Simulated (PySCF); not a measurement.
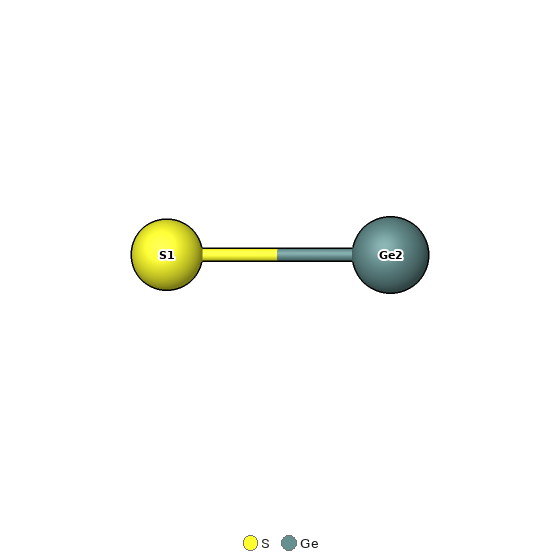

Structure of GeS (germanium monosulfide), singlet.

Kohn-Sham orbital energies near the frontier, PBE0/6-31G(d) in PySCF, at a PBE0-D3(BJ)/def2-SVP geometry (no frequency check), isolated molecule; empty levels in grey, levels within 0.03 eV side by side.

### Where do the frontier orbitals lie?

HOMO at −7.97 eV, LUMO at −2.40 eV, 5.57 eV apart.

### On which atoms do HOMO and LUMO mostly sit?

HOMO: S1 74 %, Ge2 26 %. LUMO: Ge2 76 %, S1 24 % (Löwdin shares).

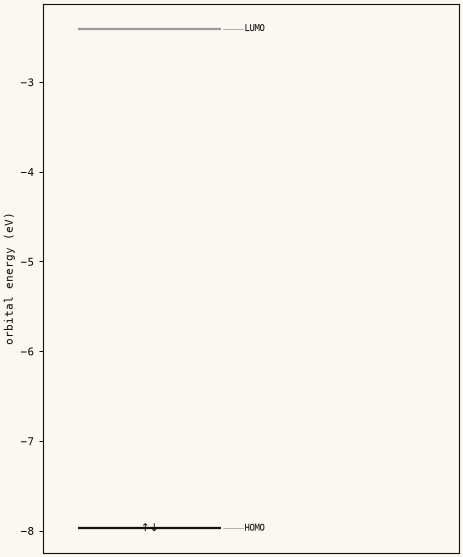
